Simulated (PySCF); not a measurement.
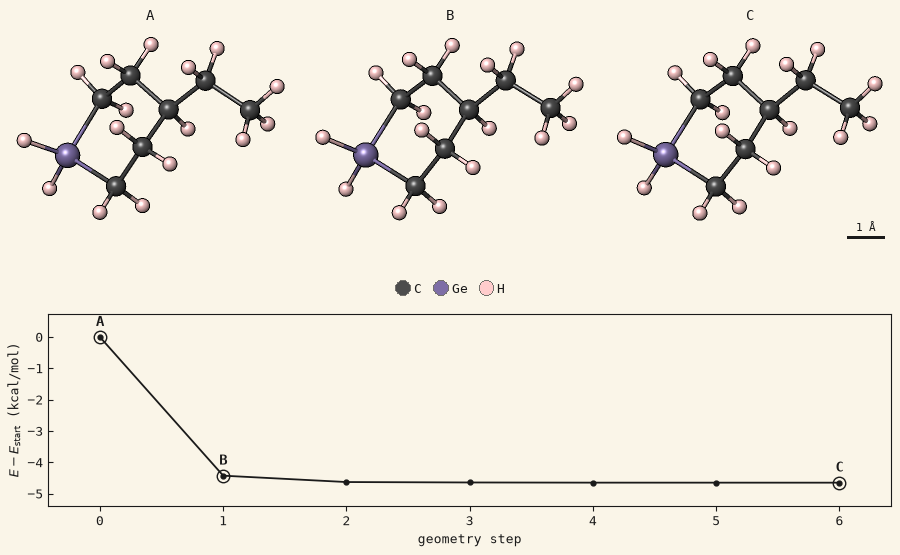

Frames of a relaxation of C$_{7}$H$_{16}$Ge, marked on the history of the run. A ball-and-stick model, seen from a free direction.

The start comes from GFN2-xTB. Its atoms were then displaced at random by about 0.01 Å.

These are results of PBE0-D3(BJ)/def2-SVP geometry optimisation, gas phase in PySCF 2.14.0, density-fitted response routines, not measurements. 

Q: What happens along the run?

A: The largest move after the best rigid fit is that of an H atom, 0.20 Å. By element the largest moves are H 0.20 Å, C 0.13 Å, Ge 0.07 Å. Some distances before and after: Ge–H 1.497 → 1.543 Å, C–H 1.062 → 1.101 Å, C–C 1.490 → 1.529 Å, C–C 1.565 → 1.536 Å. Among the angles between lasting bonds that change: C–C–C 109.5° → 112.9°, C–C–C 112.6° → 115.4°, C–C–H 105.9° → 108.2°. The energy falls by 4.65 kcal/mol in 6 geometry steps. The run took 2.9 min on 1 thread of Arm Neoverse V2, with other jobs on the host. From step 0 to 1: an H atom moves most (0.17 Å), energy −4.42 kcal/mol. From step 1 to 6: an H atom moves most (0.08 Å), energy −0.22 kcal/mol.

```tsv
step	E − E(0), kcal/mol
0	0.00
1	-4.42
2	-4.63
3	-4.64
4	-4.65
5	-4.65
6	-4.65
```
